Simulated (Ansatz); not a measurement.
**Geometry relaxation, with input and output: CH₅BrFNSi (part 2 of 2)**

The same run, continued: CH₅BrFNSi, SMILES CN[SiH](F)Br; RKS PBE0-D4/def2-TZVP (Ansatz 0.2.0). The geometry: PBE-D4/def2-SVP start.

Geometry of the input (Å):
```
C  -1.1925  0.1386  -0.7616
N  -0.1325  -0.6554  -0.1584
Si 1.1163  -0.0735  0.8561
F  0.5099  0.4766  2.2716
Br 2.1636  1.7168  0.0041
H  -0.9918  0.4011  -1.8253
H  -2.1702  -0.3875  -0.7149
H  -1.3111  1.0904  -0.2067
H  0.0064  -1.5800  -0.5729
H  2.0850  -1.1783  1.1108
```

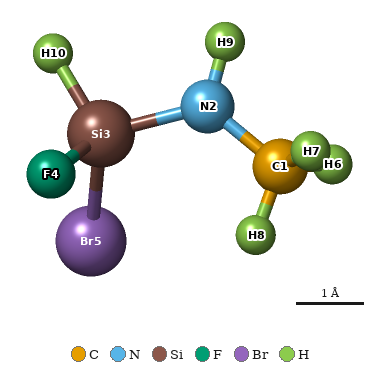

*The geometry at step 20 of the log (ball-and-stick view, seen at a tilt; atoms are numbered from 1 in the order of the input).*

Trajectory as extended XYZ, continued
```
10
Properties=species:S:1:pos:R:3:forces:R:3 step=9 energy=-83238.91618
C    -1.1859    0.1410   -0.7538   -0.0030  -0.0030  -0.0023
N    -0.1189   -0.6438   -0.1651    0.0039   0.0017   0.0032
Si    1.0972   -0.0727    0.8476   -0.0025   0.0024   0.0039
F     0.5012    0.4610    2.2239    0.0016  -0.0022  -0.0042
Br    2.1515    1.6944    0.0168   -0.0012  -0.0016   0.0004
H    -0.9933    0.3844   -1.8036   -0.0009   0.0008  -0.0010
H    -2.1420   -0.3844   -0.6858   -0.0001   0.0012   0.0003
H    -1.2939    1.0821   -0.2122    0.0029  -0.0005   0.0005
H     0.0086   -1.5555   -0.5739   -0.0005   0.0007  -0.0003
H     2.0585   -1.1575    1.1090   -0.0003   0.0005  -0.0006
10
Properties=species:S:1:pos:R:3:forces:R:3 step=10 energy=-83238.91620
C    -1.1859    0.1407   -0.7545   -0.0054   0.0018   0.0000
N    -0.1160   -0.6423   -0.1690    0.0041  -0.0038   0.0002
Si    1.0972   -0.0727    0.8476   -0.0063   0.0019   0.0071
F     0.4974    0.4577    2.2235    0.0039  -0.0013  -0.0034
Br    2.1523    1.6966    0.0231    0.0003   0.0014  -0.0004
H    -1.0013    0.3765   -1.8074    0.0008  -0.0009   0.0014
H    -2.1432   -0.3814   -0.6750    0.0025   0.0017  -0.0003
H    -1.2865    1.0859   -0.2184    0.0007  -0.0002  -0.0020
H     0.0105   -1.5549   -0.5762   -0.0008  -0.0006  -0.0013
H     2.0585   -1.1574    1.1092    0.0002   0.0001  -0.0013
10
Properties=species:S:1:pos:R:3:forces:R:3 step=11 energy=-83238.91621
C    -1.1857    0.1406   -0.7552   -0.0049   0.0036  -0.0023
N    -0.1144   -0.6418   -0.1712    0.0024  -0.0016  -0.0025
Si    1.0970   -0.0729    0.8478   -0.0038   0.0040   0.0083
F     0.4958    0.4537    2.2245    0.0025  -0.0029  -0.0010
Br    2.1504    1.7005    0.0298   -0.0011  -0.0015  -0.0023
H    -1.0071    0.3673   -1.8113   -0.0005  -0.0014   0.0050
H    -2.1446   -0.3770   -0.6653    0.0050   0.0030  -0.0005
H    -1.2787    1.0905   -0.2262    0.0002  -0.0034  -0.0033
H     0.0111   -1.5549   -0.5773   -0.0007  -0.0002   0.0000
H     2.0593   -1.1572    1.1074    0.0007   0.0004  -0.0013
10
Properties=species:S:1:pos:R:3:forces:R:3 step=12 energy=-83238.91623
C    -1.1846    0.1410   -0.7570   -0.0104   0.0054  -0.0105
N    -0.1109   -0.6401   -0.1757   -0.0018   0.0019  -0.0022
Si    1.0963   -0.0736    0.8494   -0.0044   0.0023  -0.0006
F     0.4924    0.4426    2.2290    0.0058  -0.0008  -0.0014
Br    2.1433    1.7079    0.0404   -0.0032  -0.0037   0.0033
H    -1.0177    0.3488   -1.8193   -0.0050  -0.0021   0.0213
H    -2.1468   -0.3673   -0.6461    0.0175   0.0118  -0.0028
H    -1.2625    1.1010   -0.2429    0.0016  -0.0184  -0.0103
H     0.0117   -1.5552   -0.5784   -0.0012   0.0019   0.0030
H     2.0618   -1.1563    1.1035    0.0011   0.0017   0.0003
10
Properties=species:S:1:pos:R:3:forces:R:3 step=13 energy=-83238.91626
C    -1.1840    0.1412   -0.7581   -0.0109   0.0082  -0.0061
N    -0.1118   -0.6405   -0.1748    0.0008   0.0029  -0.0058
Si    1.0961   -0.0740    0.8494   -0.0035   0.0026   0.0018
F     0.4946    0.4395    2.2310    0.0028  -0.0024   0.0021
Br    2.1390    1.7108    0.0429   -0.0023  -0.0025  -0.0014
H    -1.0172    0.3457   -1.8210   -0.0037  -0.0036   0.0203
H    -2.1474   -0.3644   -0.6452    0.0176   0.0104  -0.0028
H    -1.2592    1.1028   -0.2467   -0.0001  -0.0166  -0.0106
H     0.0091   -1.5568   -0.5752   -0.0004   0.0009   0.0028
H     2.0638   -1.1555    1.1007   -0.0004   0.0001  -0.0002
10
Properties=species:S:1:pos:R:3:forces:R:3 step=14 energy=-83238.91634
C    -1.1817    0.1423   -0.7613   -0.0129   0.0106   0.0006
N    -0.1131   -0.6405   -0.1731    0.0091   0.0002  -0.0087
Si    1.0960   -0.0749    0.8504   -0.0101   0.0009   0.0018
F     0.4999    0.4283    2.2382    0.0032  -0.0020   0.0047
Br    2.1249    1.7191    0.0477    0.0000  -0.0019  -0.0030
H    -1.0158    0.3365   -1.8261   -0.0011  -0.0050   0.0148
H    -2.1482   -0.3557   -0.6420    0.0153   0.0070  -0.0022
H    -1.2495    1.1088   -0.2585   -0.0013  -0.0130  -0.0096
H     0.0018   -1.5611   -0.5653   -0.0012   0.0028   0.0022
H     2.0687   -1.1539    1.0928   -0.0011   0.0004  -0.0006
10
Properties=species:S:1:pos:R:3:forces:R:3 step=15 energy=-83238.91643
C    -1.1771    0.1446   -0.7693   -0.0318   0.0284   0.0012
N    -0.1126   -0.6380   -0.1743    0.0247  -0.0156  -0.0153
Si    1.0949   -0.0763    0.8532   -0.0093  -0.0059   0.0137
F     0.5083    0.3976    2.2560    0.0102  -0.0024  -0.0103
Br    2.0963    1.7398    0.0672   -0.0056  -0.0021  -0.0015
H    -1.0229    0.3047   -1.8421   -0.0051  -0.0094   0.0338
H    -2.1509   -0.3328   -0.6218    0.0325   0.0173  -0.0073
H    -1.2206    1.1276   -0.2948   -0.0020  -0.0379  -0.0230
H    -0.0131   -1.5698   -0.5447   -0.0045   0.0261   0.0082
H     2.0807   -1.1486    1.0735   -0.0090   0.0014   0.0007
10
Properties=species:S:1:pos:R:3:forces:R:3 step=16 energy=-83238.91647
C    -1.1760    0.1452   -0.7703   -0.0308   0.0296  -0.0044
N    -0.1096   -0.6365   -0.1775    0.0213  -0.0220  -0.0120
Si    1.0959   -0.0777    0.8536   -0.0276   0.0123   0.0140
F     0.5087    0.3939    2.2573    0.0113  -0.0114  -0.0093
Br    2.0890    1.7448    0.0719    0.0053  -0.0080  -0.0011
H    -1.0282    0.2969   -1.8452   -0.0064  -0.0083   0.0388
H    -2.1503   -0.3283   -0.6131    0.0349   0.0188  -0.0074
H    -1.2134    1.1320   -0.3028    0.0007  -0.0448  -0.0239
H    -0.0133   -1.5700   -0.5445   -0.0064   0.0256   0.0084
H     2.0802   -1.1515    1.0735   -0.0024   0.0081  -0.0031
10
Properties=species:S:1:pos:R:3:forces:R:3 step=17 energy=-83238.91660
C    -1.1764    0.1451   -0.7708   -0.0241   0.0234  -0.0085
N    -0.1073   -0.6347   -0.1805    0.0119  -0.0112  -0.0074
Si    1.0954   -0.0772    0.8544   -0.0178   0.0085   0.0130
F     0.5068    0.3905    2.2589    0.0109  -0.0084  -0.0150
Br    2.0910    1.7456    0.0765    0.0004  -0.0056   0.0022
H    -1.0345    0.2901   -1.8474   -0.0056  -0.0060   0.0348
H    -2.1504   -0.3260   -0.6057    0.0286   0.0158  -0.0055
H    -1.2099    1.1347   -0.3093    0.0026  -0.0394  -0.0192
H    -0.0119   -1.5687   -0.5460   -0.0044   0.0179   0.0070
H     2.0802   -1.1507    1.0728   -0.0026   0.0051  -0.0015
10
Properties=species:S:1:pos:R:3:forces:R:3 step=18 energy=-83238.91686
C    -1.1746    0.1461   -0.7769   -0.0237   0.0269  -0.0190
N    -0.1009   -0.6290   -0.1890   -0.0025  -0.0026  -0.0082
Si    1.0941   -0.0773    0.8570    0.0011   0.0083   0.0248
F     0.5078    0.3660    2.2710    0.0105  -0.0093  -0.0319
Br    2.0777    1.7611    0.1013   -0.0097  -0.0073   0.0044
H    -1.0551    0.2547   -1.8608   -0.0086  -0.0045   0.0505
H    -2.1511   -0.3060   -0.5752    0.0351   0.0209  -0.0080
H    -1.1835    1.1507   -0.3472    0.0025  -0.0494  -0.0218
H    -0.0176   -1.5704   -0.5379   -0.0008   0.0151   0.0087
H     2.0861   -1.1470    1.0606   -0.0038   0.0020   0.0006
10
Properties=species:S:1:pos:R:3:forces:R:3 step=19 energy=-83238.91704
C    -1.1721    0.1475   -0.7824   -0.0325   0.0366  -0.0280
N    -0.0947   -0.6240   -0.1966   -0.0127  -0.0103  -0.0143
Si    1.0933   -0.0780    0.8597    0.0055   0.0113   0.0315
F     0.5079    0.3424    2.2818    0.0164  -0.0097  -0.0476
Br    2.0617    1.7753    0.1220   -0.0135  -0.0085   0.0107
H    -1.0738    0.2227   -1.8719   -0.0114  -0.0038   0.0784
H    -2.1506   -0.2859   -0.5472    0.0530   0.0319  -0.0154
H    -1.1579    1.1649   -0.3823   -0.0012  -0.0693  -0.0304
H    -0.0228   -1.5720   -0.5300    0.0002   0.0189   0.0120
H     2.0919   -1.1441    1.0499   -0.0037   0.0028   0.0032
10
Properties=species:S:1:pos:R:3:forces:R:3 step=20 energy=-83238.91727
C    -1.1709    0.1479   -0.7845   -0.0339   0.0345  -0.0261
N    -0.0931   -0.6232   -0.1991   -0.0056  -0.0097  -0.0160
Si    1.0936   -0.0789    0.8596   -0.0025   0.0151   0.0354
F     0.5083    0.3341    2.2838    0.0141  -0.0131  -0.0383
Br    2.0540    1.7820    0.1318   -0.0092  -0.0076   0.0029
H    -1.0809    0.2104   -1.8753   -0.0085  -0.0039   0.0742
H    -2.1502   -0.2764   -0.5369    0.0512   0.0293  -0.0149
H    -1.1469    1.1694   -0.3961   -0.0021  -0.0632  -0.0277
H    -0.0258   -1.5737   -0.5263   -0.0005   0.0163   0.0093
H     2.0949   -1.1430    1.0459   -0.0030   0.0023   0.0011
10
Properties=species:S:1:pos:R:3:forces:R:3 step=21 energy=-83238.91782
C    -1.1654    0.1505   -0.7906   -0.0464   0.0330  -0.0199
N    -0.0854   -0.6192   -0.2085    0.0121  -0.0283  -0.0166
Si    1.0941   -0.0815    0.8619   -0.0389   0.0149   0.0179
F     0.5051    0.3014    2.2929    0.0234  -0.0071  -0.0168
Br    2.0234    1.8019    0.1564    0.0053  -0.0030   0.0064
H    -1.1053    0.1697   -1.8848   -0.0041  -0.0021   0.0707
H    -2.1465   -0.2427   -0.5001    0.0596   0.0296  -0.0194
H    -1.1082    1.1852   -0.4429   -0.0074  -0.0594  -0.0270
H    -0.0335   -1.5774   -0.5152   -0.0065   0.0161   0.0043
H     2.1047   -1.1390    1.0339    0.0029   0.0065   0.0004
10
Properties=species:S:1:pos:R:3:forces:R:3 step=22 energy=-83238.91784
C    -1.1626    0.1517   -0.7986   -0.0833   0.0647  -0.0297
N    -0.0811   -0.6159   -0.2173    0.0346  -0.0336  -0.0219
Si    1.0915   -0.0816    0.8628   -0.0063  -0.0013   0.0405
F     0.5043    0.2652    2.3043    0.0222  -0.0047  -0.0262
Br    2.0051    1.8227    0.1945   -0.0208  -0.0086  -0.0056
H    -1.1333    0.1216   -1.8950   -0.0094   0.0054   0.1181
H    -2.1446   -0.2062   -0.4626    0.1037   0.0491  -0.0438
H    -1.0701    1.2004   -0.4982   -0.0222  -0.1123  -0.0440
H    -0.0450   -1.5825   -0.5013   -0.0048   0.0436   0.0092
H     2.1188   -1.1266    1.0145   -0.0137  -0.0023   0.0033
10
Properties=species:S:1:pos:R:3:forces:R:3 step=23 energy=-83238.91836
C    -1.1607    0.1528   -0.7976   -0.0610   0.0460  -0.0255
N    -0.0782   -0.6155   -0.2185    0.0232  -0.0322  -0.0174
Si    1.0932   -0.0839    0.8640   -0.0421   0.0200   0.0222
F     0.5045    0.2666    2.3039    0.0248  -0.0115  -0.0166
Br    1.9949    1.8235    0.1889    0.0046  -0.0103   0.0032
H    -1.1341    0.1227   -1.8931   -0.0029   0.0013   0.0837
H    -2.1413   -0.2042   -0.4606    0.0694   0.0312  -0.0280
H    -1.0688    1.2008   -0.4986   -0.0084  -0.0812  -0.0278
H    -0.0423   -1.5811   -0.5047   -0.0079   0.0271   0.0065
H     2.1158   -1.1328    1.0191    0.0003   0.0097  -0.0003
10
Properties=species:S:1:pos:R:3:forces:R:3 step=24 energy=-83238.91902
C    -1.1589    0.1534   -0.8020   -0.0014   0.0267  -0.0019
N    -0.0736   -0.6120   -0.2244   -0.0141  -0.0087  -0.0047
Si    1.0915   -0.0835    0.8663    0.0151  -0.0089  -0.0335
F     0.5093    0.2492    2.3112   -0.0116   0.0043   0.0302
Br    1.9839    1.8316    0.2028   -0.0025  -0.0020   0.0023
H    -1.1442    0.1048   -1.8944   -0.0014  -0.0016   0.0000
H    -2.1368   -0.1890   -0.4499    0.0040  -0.0030   0.0045
H    -1.0557    1.2031   -0.5227   -0.0031   0.0021  -0.0061
H    -0.0533   -1.5818   -0.4950    0.0158  -0.0117   0.0085
H     2.1208   -1.1271    1.0111   -0.0008   0.0029   0.0008
10
Properties=species:S:1:pos:R:3:forces:R:3 step=25 energy=-83238.91932
C    -1.1559    0.1552   -0.8062   -0.0107   0.0266  -0.0048
N    -0.0699   -0.6099   -0.2294   -0.0156  -0.0167  -0.0088
Si    1.0908   -0.0849    0.8677    0.0190  -0.0042  -0.0288
F     0.5109    0.2294    2.3180   -0.0124   0.0011   0.0256
Br    1.9663    1.8428    0.2193   -0.0017  -0.0047   0.0018
H    -1.1586    0.0807   -1.8977   -0.0032   0.0010   0.0166
H    -2.1323   -0.1680   -0.4309    0.0150   0.0061  -0.0048
H    -1.0355    1.2104   -0.5532   -0.0042  -0.0173  -0.0093
H    -0.0597   -1.5838   -0.4872    0.0148   0.0037   0.0115
H     2.1269   -1.1232    1.0026   -0.0009   0.0043   0.0010
10
Properties=species:S:1:pos:R:3:forces:R:3 step=26 energy=-83238.91915 accepted=F
C    -1.1496    0.1592   -0.8155   -0.0513   0.0498  -0.0274
N    -0.0624   -0.6059   -0.2393   -0.0259  -0.0334  -0.0189
Si    1.0889   -0.0876    0.8713    0.0280   0.0055   0.0022
F     0.5144    0.1843    2.3338   -0.0038  -0.0028  -0.0148
Br    1.9281    1.8663    0.2542   -0.0060  -0.0161   0.0076
H    -1.1902    0.0283   -1.9032   -0.0053   0.0165   0.1008
H    -2.1223   -0.1198   -0.3911    0.0758   0.0346  -0.0462
H    -0.9918    1.2245   -0.6210   -0.0194  -0.1050  -0.0221
H    -0.0728   -1.5875   -0.4702    0.0113   0.0418   0.0164
H     2.1407   -1.1130    0.9838   -0.0033   0.0091   0.0023
10
Properties=species:S:1:pos:R:3:forces:R:3 step=27 energy=-83238.91958
C    -1.1533    0.1573   -0.8105   -0.0135   0.0063  -0.0055
N    -0.0674   -0.6087   -0.2334   -0.0065  -0.0041  -0.0086
Si    1.0900   -0.0864    0.8689    0.0057   0.0045   0.0092
F     0.5115    0.2076    2.3254    0.0015  -0.0041  -0.0106
Br    1.9488    1.8535    0.2364   -0.0026  -0.0036   0.0012
H    -1.1747    0.0554   -1.8995   -0.0002   0.0008   0.0213
H    -2.1278   -0.1434   -0.4120    0.0153   0.0082  -0.0080
H    -1.0146    1.2169   -0.5866    0.0009  -0.0223  -0.0042
H    -0.0640   -1.5858   -0.4796    0.0021   0.0130   0.0050
H     2.1345   -1.1175    0.9937   -0.0026   0.0014   0.0001
10
Properties=species:S:1:pos:R:3:forces:R:3 step=28 energy=-83238.91966
C    -1.1507    0.1588   -0.8146   -0.0137   0.0111  -0.0066
N    -0.0640   -0.6068   -0.2382   -0.0084  -0.0042  -0.0065
Si    1.0895   -0.0874    0.8698    0.0069   0.0037   0.0167
F     0.5129    0.1880    2.3311    0.0003  -0.0037  -0.0145
Br    1.9320    1.8641    0.2527   -0.0020  -0.0059  -0.0001
H    -1.1889    0.0325   -1.9007   -0.0027   0.0045   0.0312
H    -2.1229   -0.1216   -0.3949    0.0242   0.0118  -0.0147
H    -0.9950    1.2214   -0.6163   -0.0065  -0.0321  -0.0075
H    -0.0700   -1.5871   -0.4716    0.0020   0.0120   0.0028
H     2.1401   -1.1132    0.9856   -0.0003   0.0028  -0.0009
10
Properties=species:S:1:pos:R:3:forces:R:3 step=29 energy=-83238.91971
C    -1.1501    0.1592   -0.8145   -0.0058   0.0035  -0.0015
N    -0.0630   -0.6062   -0.2389   -0.0078  -0.0092  -0.0055
Si    1.0893   -0.0879    0.8709    0.0021   0.0049   0.0018
F     0.5110    0.1854    2.3316    0.0029  -0.0005  -0.0084
Br    1.9294    1.8639    0.2523    0.0019  -0.0005   0.0057
H    -1.1916    0.0300   -1.8997    0.0004   0.0009   0.0131
H    -2.1214   -0.1182   -0.3922    0.0082   0.0045  -0.0053
H    -0.9928    1.2216   -0.6200   -0.0010  -0.0128  -0.0028
H    -0.0690   -1.5864   -0.4725    0.0003   0.0073   0.0020
H     2.1412   -1.1126    0.9859   -0.0012   0.0019   0.0009
10
Properties=species:S:1:pos:R:3:forces:R:3 step=30 energy=-83238.91974
C    -1.1504    0.1589   -0.8143   -0.0010  -0.0021  -0.0028
N    -0.0622   -0.6061   -0.2405   -0.0013   0.0003   0.0037
Si    1.0895   -0.0876    0.8701    0.0001  -0.0014  -0.0014
F     0.5094    0.1851    2.3300   -0.0009   0.0003   0.0014
Br    1.9310    1.8647    0.2556    0.0009   0.0001   0.0005
H    -1.1945    0.0274   -1.8986   -0.0017   0.0011  -0.0018
H    -2.1209   -0.1165   -0.3895    0.0018  -0.0002   0.0014
H    -0.9916    1.2212   -0.6225    0.0006   0.0018  -0.0001
H    -0.0685   -1.5862   -0.4736    0.0015  -0.0008  -0.0001
H     2.1411   -1.1122    0.9861    0.0000   0.0008  -0.0008
10
Properties=species:S:1:pos:R:3:forces:R:3 step=31 energy=-83238.91974
C    -1.1502    0.1589   -0.8150   -0.0007  -0.0005   0.0005
N    -0.0619   -0.6058   -0.2411   -0.0002   0.0021   0.0005
Si    1.0890   -0.0875    0.8705    0.0043  -0.0029  -0.0006
F     0.5089    0.1818    2.3310   -0.0010   0.0011  -0.0008
Br    1.9298    1.8659    0.2591   -0.0018   0.0013   0.0001
H    -1.1981    0.0229   -1.8987    0.0004  -0.0003  -0.0002
H    -2.1199   -0.1124   -0.3859   -0.0008  -0.0002   0.0004
H    -0.9885    1.2218   -0.6284    0.0004   0.0014  -0.0003
H    -0.0685   -1.5861   -0.4733    0.0010  -0.0004   0.0001
H     2.1423   -1.1107    0.9846   -0.0015  -0.0014   0.0004
```

Summary

- outcome: converged
- total energy: −83238.9198 eV
- mean-field energy: −83238.7150 eV
- dispersion energy: −0.2048 eV
- SCF solution under orbital rotations: stable
- largest force (length of the vector) at the end: 0.005 eV/Å
- dipole moment: 2.81 D
- hardware: 4 threads of Arm Neoverse V1, 23 GiB of memory available, shared host
- wall time: 2.3 min (CPU time 8.8 min)
- peak memory: 0.64 GiB
